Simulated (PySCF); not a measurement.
Ga(OMe)2(OiPr), C5H13GaO3, SMILES CC([O][Ga]([O]C)[O]C)C at its GFN2-xTB optimised geometry (Å):

```
22

Ga     0.3582    -0.2841     0.0000
O      2.1307    -0.2841     0.0000
C      3.0268    -1.3797    -0.0159
H      3.6430    -1.3140    -0.9167
H      3.6670    -1.3180     0.8682
H      2.5089    -2.3416    -0.0109
O     -0.4377     1.3022     0.0000
C      0.1541     2.5882     0.0014
H      1.2448     2.5433     0.0090
H     -0.1726     3.1230    -0.8941
H     -0.1848     3.1255     0.8909
O     -0.4851    -1.8406     0.0081
C     -1.8812    -2.0354    -0.0702
C     -2.4193    -1.5558    -1.4128
C     -2.5969    -1.3425     1.0827
H     -2.0119    -3.1255     0.0133
H     -2.2341    -0.4825    -1.4923
H     -3.4863    -1.7475    -1.4934
H     -1.9011    -2.0636    -2.2238
H     -2.2044    -1.7014     2.0322
H     -2.4108    -0.2698     1.0061
H     -3.6670    -1.5304     1.0433
```

Method: PySCF with PBE0/def2-SVP. Cells within 0.4 Å of a nucleus heavier than hydrogen are left out (blank, or x).

Map of the deformation density (molecule minus spherical neutral atoms) (e/bohr³) on the plane z = 0.8 Å:

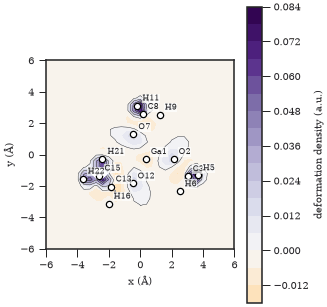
Figure: Deformation density (molecule minus spherical neutral atoms) (e/bohr³) on the plane z = 0.8 Å.
